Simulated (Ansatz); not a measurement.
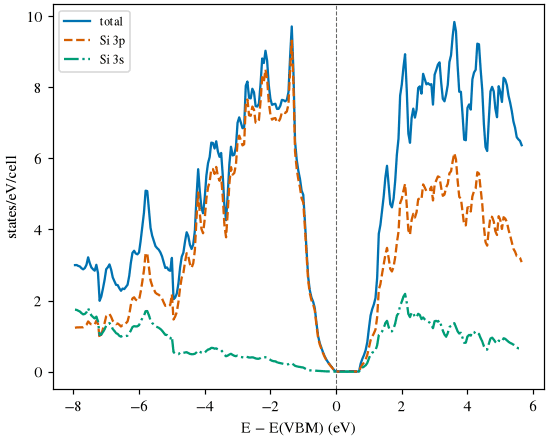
Figure: Total and projected density of states of Si in space group Cmcm (No. 63; Si on 8f, Si on 8f, Si on 8f), r²SCAN in the plane-wave PAW code Ansatz

**Question.** Which orbitals carry the states next to the gap?

**Answer.** Top 1 eV of the valence band: Si 3p 96 %. Bottom 1 eV of the conduction band: Si 3p 59 %, Si 3s 26 %, outside the projected shells 14 %. Projections are on Löwdin-orthogonalised atomic valence shells; empty p or d shells of many metals are not among them.

**Question.** Where is the tallest occupied peak in this window, and what makes it?

**Answer.** Near -1.3 eV, about 9.7 states/eV per cell; the largest projected share is Si 3p.

The first step of the workflow began from a Materials Project structure, measured or hypothetical; the Crystallography Open Database copy checked does not list it. It is not the phase usual at ambient conditions (space group No. 227). The cell was relaxed with r²SCAN under the symmetry of its start; phonons on a q-mesh show no instability.

Potentials: the earlier of the program's two PAW sets.
